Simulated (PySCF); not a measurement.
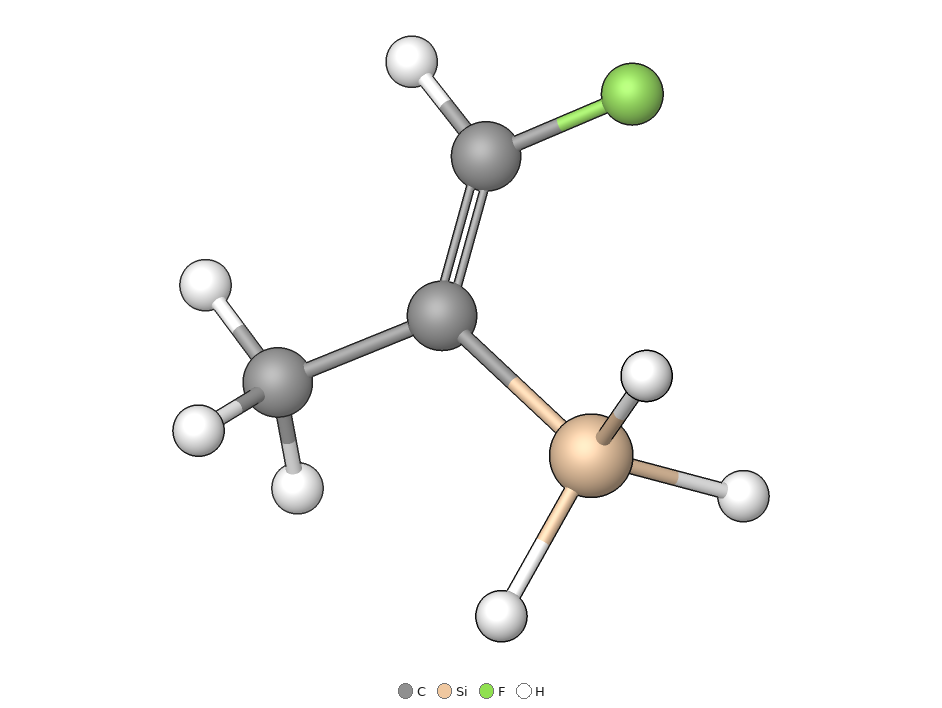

The computed structure is the end point of a PBE0-D3(BJ)/def2-SVP optimisation. No frequency run is at hand to confirm it as a minimum.

Draw it as a skeletal formula.

SMILES: C/C([SiH3])=C/F

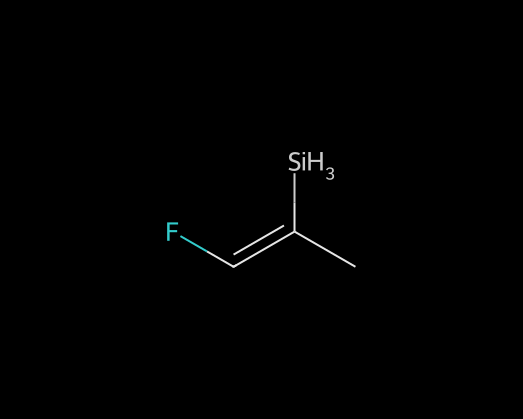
